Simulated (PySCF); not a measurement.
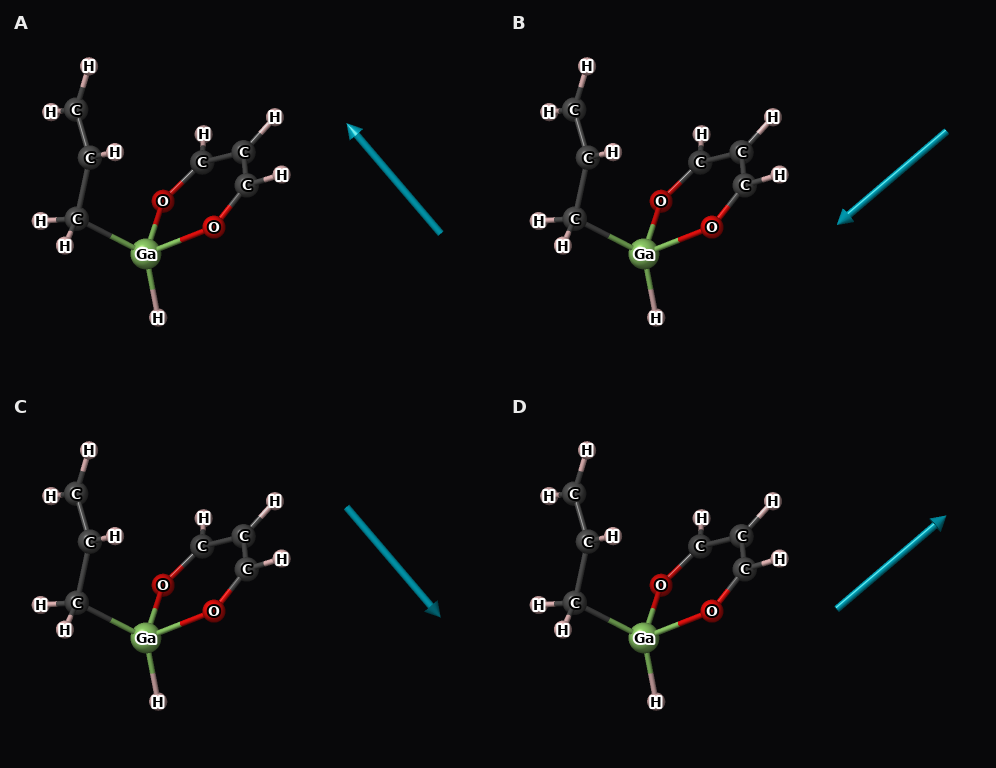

The same molecule four times, each with an arrow. The geometry was computed by an optimisation with PBE0-D3(BJ)/def2-SVP. No frequency run is at hand to confirm it as a minimum. Properties computed with PBE0/def2-SVPD, gas phase (PySCF 2.14.0).

**Which arrow points along the dipole moment, from the negative to the positive end?**

D. The dipole moment is 2.29 D.
